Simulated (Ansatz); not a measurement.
# Nudged elastic band, with input and output: CH₂BrClO₂Si

The run: nudged elastic band of CH₂BrClO₂Si, SMILES O=C(O)[SiH](Cl)Br. Method and program: RKS BLYP/def2-SVP (Ansatz 0.2.0).

It belongs to a series of runs on one base structure; here: band between the two ends. Figures and captions count atoms from 1; the log counts them from 0 in places.

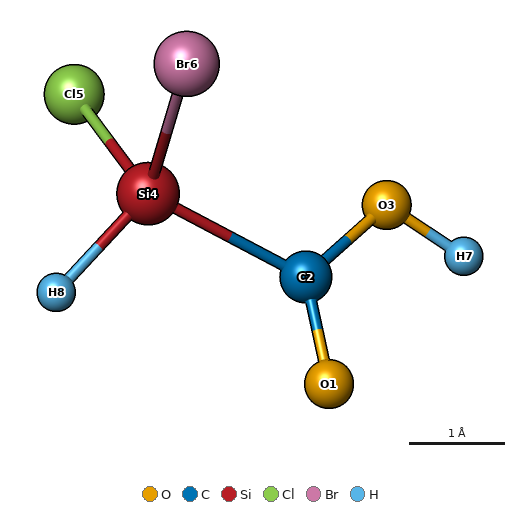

**Figure 1.** The structure as given in the input (ball-and-stick view, seen at a tilt; atoms are numbered from 1 in the order of the input). Bond lengths as drawn: Br–Si 2.25 Å, Cl–Si 2.09 Å, C–O 1.22 to 1.36 Å, C–Si 1.94 Å, H–O 0.99 Å and H–Si 1.49 Å.

Key numbers

```csv
quantity,value
outcome,converged
"barrier, forward",0.039 eV
"barrier, backward",0.013 eV
hardware,"2 threads of Arm Neoverse V1, 24 GiB of memory available, shared host"
wall time,5.4 min (CPU time 11 min)
peak memory,0.17 GiB
```

The order of the saddle point was not checked.

Input file
```yaml
crystal:
  periodic: [false, false, false]
  atoms:
    - { symbol: O, position_ang: [0.425719, -1.525346, 1.162609] }
    - { symbol: C, position_ang: [0.563294, -0.578484, 0.408289] }
    - { symbol: O, position_ang: [1.764753, -0.032241, 0.081275] }
    - { symbol: Si, position_ang: [-0.968146, 0.305932, -0.394152] }
    - { symbol: Cl, position_ang: [-0.619387, 0.763094, -2.398488] }
    - { symbol: Br, position_ang: [-1.390845, 2.164825, 0.805343] }
    - { symbol: H, position_ang: [2.453077, -0.544899, 0.572435] }
    - { symbol: H, position_ang: [-2.136264, -0.610081, -0.29301] }
basis:
  gaussian: { orbitals: def2-SVP }
hamiltonian:
  xc: blyp
neb:
  order_check: false
  images: 5
  f_tol: 0.03
  max_iterations: 60
  initial_path: idpp
  optimiser: lbfgs
  climbing: immediate
  final_atoms:
    - { symbol: O, position_ang: [1.84756578, -0.03959049, -0.63350791] }
    - { symbol: C, position_ang: [0.85999548, -0.27365094, 0.03295144] }
    - { symbol: O, position_ang: [0.88239817, -0.95937397, 1.21569396] }
    - { symbol: Si, position_ang: [-0.9556229, 0.29847928, -0.38233548] }
    - { symbol: Cl, position_ang: [-1.07751327, 0.55186074, -2.44030817] }
    - { symbol: Br, position_ang: [-1.30561657, 2.24157662, 0.69923242] }
    - { symbol: H, position_ang: [1.82645932, -1.19086018, 1.39615154] }
    - { symbol: H, position_ang: [-1.98546501, -0.68564105, 0.0564232] }
```

Launch command:
```bash
ansatz run input.yaml --threads 2 --pin off --max-ram 3072MiB --backend cpu --events-out ev --progress --plain --runs-dir out
```

The program's output
```
Engine: ansatz 0.2.0, aarch64-unknown-linux-gnu
Functional definition: BLYP
  parameter beta = 0.0042
  parameter a = 0.04918
  parameter b = 0.132
  parameter c = 0.2533
  parameter d = 0.349
  exchange = b88_x(beta = beta)
  correlation = lyp_c(a = a, b = b, c = c, d = d)
1296 factors; their error is unknown
mean field evaluation 1: about -95587.4450 eV, gradient 5.9e1 eV
mean field evaluation 2: about -95531.6724 eV, gradient 1.6e2 eV
mean field evaluation 4: about -95593.1355 eV, gradient 1.8e1 eV
mean field evaluation 8: about -95593.7581 eV, gradient 1.7e-1 eV
mean field evaluation 16: about -95593.6444 eV, gradient 1.3e-3 eV
mean field -95593.64443285 eV, -3513.0016372077 hartree, gradient 4.3e-5 eV, S^2 0.000000; 0 other end points of the search recorded, 0 dependent functions left out
the calculation of the forces begins
reference -95593.64477752 eV, -3513.0016498741 hartree; 45, 45 occupied and 75, 75 virtual orbitals, 1296 factors
1296 factors; their error is unknown
mean field evaluation 32: about -95593.6192 eV, gradient 3.7e-2 eV
mean field -95593.61917012 eV, -3513.0007088196 hartree, gradient 7.0e-5 eV, S^2 0.000000; 0 other end points of the search recorded, 0 dependent functions left out
[... from here on the field's lines of each further geometry are left out, up to the last ...]
NEB iter   1: max|band force component| = 6.222e-1 eV/Å  barrier→ = 0.1028 eV  barrier← = 0.0775 eV  CI = image 3  Δτ_max = 0.0121 Å  (208 SCF iters)
NEB iter   2: max|band force component| = 3.623e-1 eV/Å  barrier→ = 0.0846 eV  barrier← = 0.0594 eV  CI = image 3  Δτ_max = 0.0146 Å  (156 SCF iters)
NEB iter   3: max|band force component| = 4.619e-1 eV/Å  barrier→ = 0.0687 eV  barrier← = 0.0434 eV  CI = image 3  Δτ_max = 0.0077 Å  (158 SCF iters)
NEB iter   4: max|band force component| = 5.042e-1 eV/Å  barrier→ = 0.0635 eV  barrier← = 0.0382 eV  CI = image 3  Δτ_max = 0.0089 Å  (158 SCF iters)
NEB iter   5: max|band force component| = 5.254e-1 eV/Å  barrier→ = 0.0600 eV  barrier← = 0.0347 eV  CI = image 3  Δτ_max = 0.0095 Å  (159 SCF iters)
NEB iter   6: max|band force component| = 5.993e-1 eV/Å  barrier→ = 0.0570 eV  barrier← = 0.0317 eV  CI = image 3  Δτ_max = 0.0113 Å  (159 SCF iters)
NEB iter   7: max|band force component| = 6.357e-1 eV/Å  barrier→ = 0.0556 eV  barrier← = 0.0304 eV  CI = image 4  Δτ_max = 0.0123 Å  (159 SCF iters)
NEB iter   8: max|band force component| = 7.393e-1 eV/Å  barrier→ = 0.0549 eV  barrier← = 0.0297 eV  CI = image 4  Δτ_max = 0.0149 Å  (157 SCF iters)
NEB iter   9: max|band force component| = 7.906e-1 eV/Å  barrier→ = 0.0553 eV  barrier← = 0.0300 eV  CI = image 4  Δτ_max = 0.0165 Å  (158 SCF iters)
NEB iter  10: max|band force component| = 9.401e-1 eV/Å  barrier→ = 0.0553 eV  barrier← = 0.0300 eV  CI = image 4  Δτ_max = 0.0086 Å  (156 SCF iters)
NEB iter  11: max|band force component| = 1.424e-1 eV/Å  barrier→ = 0.0492 eV  barrier← = 0.0239 eV  CI = image 4  Δτ_max = 0.0014 Å  (157 SCF iters)
NEB iter  12: max|band force component| = 1.410e-1 eV/Å  barrier→ = 0.0487 eV  barrier← = 0.0235 eV  CI = image 4  Δτ_max = 0.0928 Å  (103 SCF iters)
NEB iter  13: max|band force component| = 1.914e0 eV/Å  barrier→ = 0.0718 eV  barrier← = 0.0465 eV  CI = image 5  Δτ_max = 0.0330 Å  (152 SCF iters)
NEB iter  14: max|band force component| = 2.087e0 eV/Å  barrier→ = 0.0726 eV  barrier← = 0.0473 eV  CI = image 5  Δτ_max = 0.0176 Å  (158 SCF iters)
NEB iter  15: max|band force component| = 1.999e-1 eV/Å  barrier→ = 0.0417 eV  barrier← = 0.0164 eV  CI = image 4  Δτ_max = 0.0036 Å  (161 SCF iters)
NEB iter  16: max|band force component| = 2.125e-1 eV/Å  barrier→ = 0.0411 eV  barrier← = 0.0158 eV  CI = image 4  Δτ_max = 0.0041 Å  (156 SCF iters)
NEB iter  17: max|band force component| = 2.559e-1 eV/Å  barrier→ = 0.0406 eV  barrier← = 0.0153 eV  CI = image 4  Δτ_max = 0.0049 Å  (151 SCF iters)
NEB iter  18: max|band force component| = 2.746e-1 eV/Å  barrier→ = 0.0402 eV  barrier← = 0.0149 eV  CI = image 4  Δτ_max = 0.0055 Å  (155 SCF iters)
NEB iter  19: max|band force component| = 3.157e-1 eV/Å  barrier→ = 0.0399 eV  barrier← = 0.0146 eV  CI = image 4  Δτ_max = 0.0066 Å  (151 SCF iters)
NEB iter  20: max|band force component| = 3.604e-1 eV/Å  barrier→ = 0.0396 eV  barrier← = 0.0144 eV  CI = image 4  Δτ_max = 0.0075 Å  (151 SCF iters)
NEB iter  21: max|band force component| = 3.986e-1 eV/Å  barrier→ = 0.0394 eV  barrier← = 0.0142 eV  CI = image 4  Δτ_max = 0.0039 Å  (149 SCF iters)
NEB iter  22: max|band force component| = 5.815e-2 eV/Å  barrier→ = 0.0395 eV  barrier← = 0.0142 eV  CI = image 4  Δτ_max = 0.0005 Å  (145 SCF iters)
NEB iter  23: max|band force component| = 5.421e-2 eV/Å  barrier→ = 0.0394 eV  barrier← = 0.0141 eV  CI = image 4  Δτ_max = 0.0056 Å  (103 SCF iters)
NEB iter  24: max|band force component| = 1.134e-1 eV/Å  barrier→ = 0.0387 eV  barrier← = 0.0134 eV  CI = image 4  Δτ_max = 0.0023 Å  (157 SCF iters)
NEB iter  25: max|band force component| = 1.269e-1 eV/Å  barrier→ = 0.0387 eV  barrier← = 0.0134 eV  CI = image 4  Δτ_max = 0.0028 Å  (132 SCF iters)
NEB iter  26: max|band force component| = 1.491e-1 eV/Å  barrier→ = 0.0387 eV  barrier← = 0.0134 eV  CI = image 4  Δτ_max = 0.0031 Å  (142 SCF iters)
NEB iter  27: max|band force component| = 1.690e-1 eV/Å  barrier→ = 0.0386 eV  barrier← = 0.0134 eV  CI = image 4  Δτ_max = 0.0016 Å  (141 SCF iters)
the calculation of the forces begins
reference -95593.61238706 eV, -3513.0004595467 hartree; 45, 45 occupied and 75, 75 virtual orbitals, 1296 factors
1296 factors; their error is unknown
mean field evaluation 1120: about -95593.6058 eV, gradient 3.7e-5 eV
mean field -95593.60579952 eV, -3513.0002174591 hartree, gradient 1.8e-5 eV, S^2 0.000000; 1 other end points of the search recorded, 0 dependent functions left out
the calculation of the forces begins
reference -95593.60614524 eV, -3513.0002301642 hartree; 45, 45 occupied and 75, 75 virtual orbitals, 1296 factors
NEB iter  28: max|band force component| = 2.472e-2 eV/Å  barrier→ = 0.0386 eV  barrier← = 0.0134 eV  CI = image 4  Δτ_max = 0.0000 Å  (271 SCF iters)
```

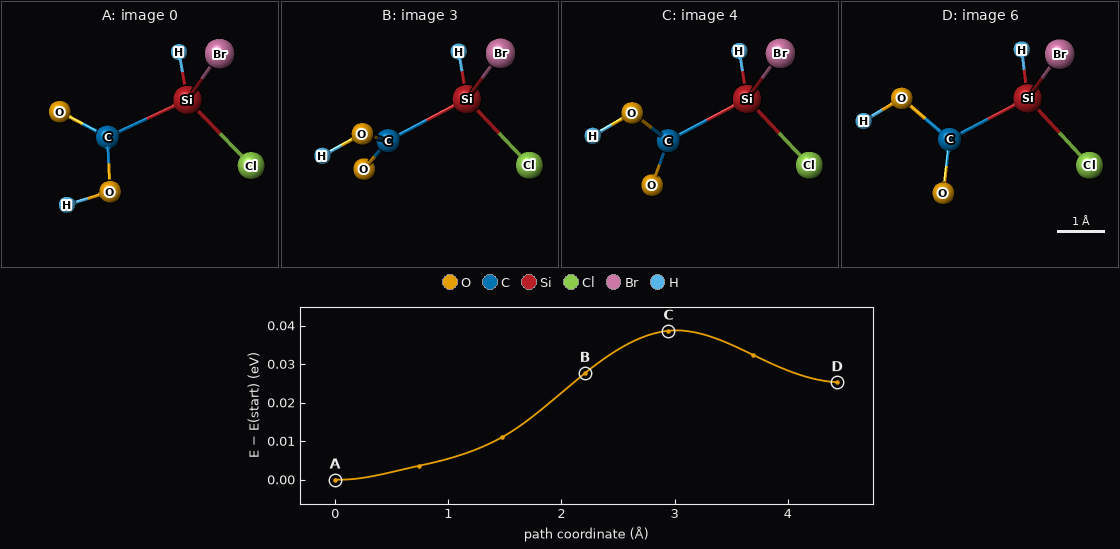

**Figure 2.** Images of the last band (counted from 0; ball-and-stick, seen at a tilt) above the energy along the path; the line is a cubic interpolation that uses the forces. The highest image is number 4, 0.039 eV above the start and 0.013 eV above the end (the climbing image); the end lies 0.025 eV above the start. The path is 4.44 Å long. The band converged in 28 iterations.

```
Total energy: -95593.60614524 eV, -3513.0002301642 hartree
Atom 0 at     1.121322    -1.604462    -0.140034 Å, force     0.015605    -0.008768     0.014801 eV/Å
Atom 1 at     0.644126    -0.569701     0.285639 Å, force     0.003561    -0.007592    -0.001982 eV/Å
Atom 2 at     1.029871     0.026029     1.448186 Å, force    -0.001351     0.001543    -0.005806 eV/Å
Atom 3 at    -0.838220     0.344660    -0.591137 Å, force    -0.001396     0.003593     0.006275 eV/Å
Atom 4 at    -0.683751    -0.052392    -2.625760 Å, force     0.002406     0.005139     0.007879 eV/Å
Atom 5 at    -0.798666     2.556194    -0.185806 Å, force    -0.008557     0.009706    -0.005996 eV/Å
Atom 6 at     1.741533    -0.538831     1.838416 Å, force    -0.004398    -0.006780    -0.013017 eV/Å
Atom 7 at    -2.124014    -0.218696    -0.085203 Å, force    -0.005871     0.003158    -0.002154 eV/Å
Dipole moment:     0.026218     0.012200     0.365270 e Å
this run last wrote the band of iteration 28 to [file]
```

The last band as extended XYZ (Å, eV, eV/Å)
```
8
Properties=species:S:1:pos:R:3:forces:R:3 image=0 energy=-95593.64443
O     0.4257   -1.5253    1.1626    0.0064   0.0044   0.0003
C     0.5633   -0.5785    0.4083   -0.0086  -0.0018  -0.0061
O     1.7648   -0.0322    0.0813   -0.0004  -0.0121   0.0126
Si   -0.9681    0.3059   -0.3942    0.0006  -0.0039   0.0046
Cl   -0.6194    0.7631   -2.3985    0.0005   0.0050  -0.0039
Br   -1.3908    2.1648    0.8053    0.0001   0.0015  -0.0026
H     2.4531   -0.5449    0.5724   -0.0006   0.0069  -0.0064
H    -2.1363   -0.6101   -0.2930    0.0020  -0.0001   0.0014
8
Properties=species:S:1:pos:R:3:forces:R:3 image=1 energy=-95593.64087
O     0.4870   -1.7403    0.7962    0.0162   0.0013   0.0048
C     0.5641   -0.5944    0.3893   -0.0003  -0.0049   0.0039
O     1.6926    0.1615    0.4477   -0.0026   0.0018  -0.0057
Si   -0.9602    0.2934   -0.4238   -0.0014   0.0001   0.0024
Cl   -0.6214    0.5023   -2.4728    0.0104  -0.0002   0.0040
Br   -1.3109    2.2910    0.5522   -0.0069   0.0008  -0.0006
H     2.3913   -0.3961    0.8701   -0.0083  -0.0065  -0.0072
H    -2.1503   -0.5745   -0.2146   -0.0070   0.0077  -0.0015
8
Properties=species:S:1:pos:R:3:forces:R:3 image=2 energy=-95593.63344
O     0.6245   -1.8091    0.4083    0.0142   0.0011   0.0127
C     0.5785   -0.5921    0.3585   -0.0006  -0.0128   0.0050
O     1.5479    0.2296    0.8384    0.0011  -0.0008  -0.0081
Si   -0.9378    0.2954   -0.4696    0.0017   0.0080   0.0047
Cl   -0.6258    0.2711   -2.5328    0.0131   0.0004   0.0061
Br   -1.1944    2.3973    0.2875   -0.0261   0.0110  -0.0033
H     2.2565   -0.3483    1.2148   -0.0064  -0.0156  -0.0167
H    -2.1573   -0.5010   -0.1608    0.0029   0.0087  -0.0003
8
Properties=species:S:1:pos:R:3:forces:R:3 image=3 energy=-95593.61675
O     0.8379   -1.7563    0.0872    0.0065  -0.0075   0.0210
C     0.6089   -0.5821    0.3182    0.0015  -0.0149   0.0010
O     1.3230    0.1784    1.1887    0.0061   0.0010  -0.0100
Si   -0.8917    0.3136   -0.5360    0.0015   0.0103   0.0072
Cl   -0.6505    0.0895   -2.5928    0.0113   0.0046   0.0098
Br   -1.0197    2.4843    0.0342   -0.0275   0.0179  -0.0064
H     2.0280   -0.4022    1.5677   -0.0021  -0.0139  -0.0177
H    -2.1437   -0.3824   -0.1228    0.0028   0.0026  -0.0049
8
Properties=species:S:1:pos:R:3:forces:R:3 image=4 energy=-95593.60580
O     1.1213   -1.6045   -0.1400    0.0156  -0.0088   0.0148
C     0.6441   -0.5697    0.2856    0.0036  -0.0076  -0.0020
O     1.0299    0.0260    1.4482   -0.0014   0.0015  -0.0058
Si   -0.8382    0.3447   -0.5911   -0.0014   0.0036   0.0063
Cl   -0.6838   -0.0524   -2.6258    0.0024   0.0051   0.0079
Br   -0.7987    2.5562   -0.1858   -0.0086   0.0097  -0.0060
H     1.7415   -0.5388    1.8384   -0.0044  -0.0068  -0.0130
H    -2.1240   -0.2187   -0.0852   -0.0059   0.0032  -0.0022
8
Properties=species:S:1:pos:R:3:forces:R:3 image=5 energy=-95593.61205
O     1.4281   -1.3325   -0.2655    0.0104   0.0109   0.0139
C     0.6708   -0.5486    0.2710    0.0116  -0.0122  -0.0083
O     0.7228   -0.2239    1.5963   -0.0103  -0.0005  -0.0011
Si   -0.7994    0.3769   -0.6180   -0.0021  -0.0024   0.0005
Cl   -0.7367   -0.1686   -2.6202   -0.0082   0.0015   0.0003
Br   -0.5518    2.6003   -0.3707    0.0074  -0.0024   0.0010
H     1.4720   -0.7356    1.9893   -0.0043   0.0019  -0.0084
H    -2.1136   -0.0253   -0.0379   -0.0045   0.0032   0.0021
8
Properties=species:S:1:pos:R:3:forces:R:3 image=6 energy=-95593.61917
O     1.8863   -0.3279   -0.3903    0.0085   0.0029  -0.0088
C     0.8024   -0.3827    0.1542   -0.0055  -0.0058   0.0131
O     0.5843   -0.9872    1.3611   -0.0050   0.0012  -0.0010
Si   -0.8499    0.4014   -0.5175   -0.0003   0.0027  -0.0049
Cl   -0.6855    0.5352   -2.5837    0.0001   0.0004   0.0015
Br   -1.0480    2.4399    0.4171    0.0002   0.0004  -0.0003
H     1.4571   -1.3319    1.6720    0.0031  -0.0003  -0.0004
H    -2.0546   -0.4040   -0.1686   -0.0013  -0.0014   0.0008
```
